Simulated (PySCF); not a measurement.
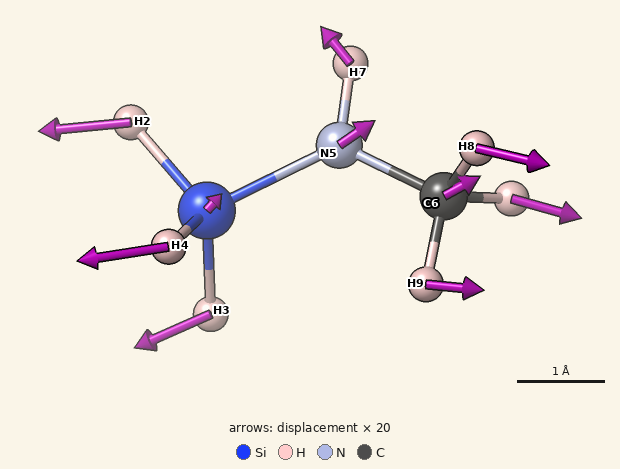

A relaxation of CH$_{7}$NSi. The starting structure is drawn; purple arrows show the displacements, magnified 20 times. The two geometries are superimposed by the best rigid fit.

The picture is a ball-and-stick view, seen at a tilt.

The start comes from GFN2-xTB.

Method: PySCF, PBE0-D3(BJ)/def2-SVP geometry optimisation, gas phase. 

Q: Atoms of which element are displaced furthest, and by how much?

A: Hydrogen: up to 0.057 Å, against 0.026 Å for nitrogen.

Q: What did the optimiser do to the structure, and how much energy did it gain?

A: The largest move after the best rigid fit is that of an H atom, 0.057 Å. Largest moves by element: H 0.057 Å, N 0.026 Å, C 0.025 Å, Si 0.014 Å. Among the contacts that change: H–Si 1.460 → 1.493 Å, C–H 1.087 → 1.102 Å, N–Si 1.711 → 1.724 Å, H–N 1.006 → 1.012 Å. Among the angles between lasting bonds that change: H–Si–H 111.5° → 109.1°, Si–N–H 121.2° → 118.8°, C–N–H 112.8° → 115.2°. The energy falls by 0.068 eV in 3 geometry steps. Largest force component: 0.67 eV/Å at the start, 0.012 eV/Å at the end.
